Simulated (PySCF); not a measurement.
C₈H₁₂OSi, SMILES [SiH3]OCCc1ccccc1 at its GFN2-xTB optimised geometry (Å):

```
22

Si    -0.2866    -1.3925     3.4894
O     -0.9183    -2.3707     2.3653
C     -1.9807    -2.1715     1.4843
C     -1.4790    -1.9022     0.0585
C     -0.7103    -0.6143     0.0000
C     -1.3812     0.6030    -0.0019
C     -0.6791     1.7946    -0.0020
C      0.7058     1.7842     0.0006
C      1.3824     0.5770     0.0000
C      0.6780    -0.6143     0.0000
H      0.7877    -2.2559     3.9506
H      0.1773    -0.1118     2.9500
H     -1.2786    -1.0992     4.5307
H     -2.5860    -3.0866     1.4905
H     -2.6102    -1.3382     1.8164
H     -0.8412    -2.7339    -0.2444
H     -2.3459    -1.8613    -0.6042
H     -2.4626     0.6151    -0.0051
H     -1.2132     2.7339    -0.0032
H      1.2544     2.7146     0.0035
H      2.4626     0.5626     0.0031
H      1.2097    -1.5545     0.0068
```

Level of theory: PBE0/def2-SVP run with PySCF 2.14.0. Cells within 0.4 Å of a nucleus heavier than hydrogen are left out (blank, or x).

Map of the electron localisation function on the plane z = 0.0 Å:

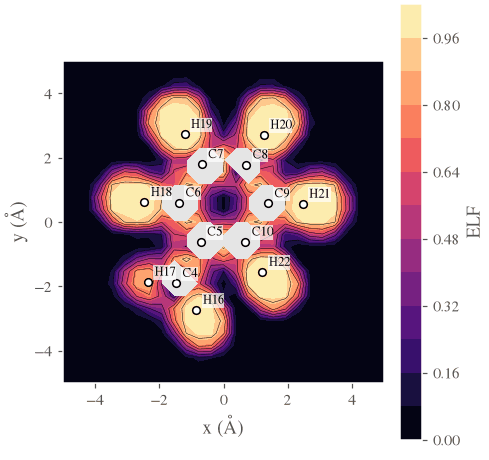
Figure. Electron localisation function on the plane z = 0.0 Å.
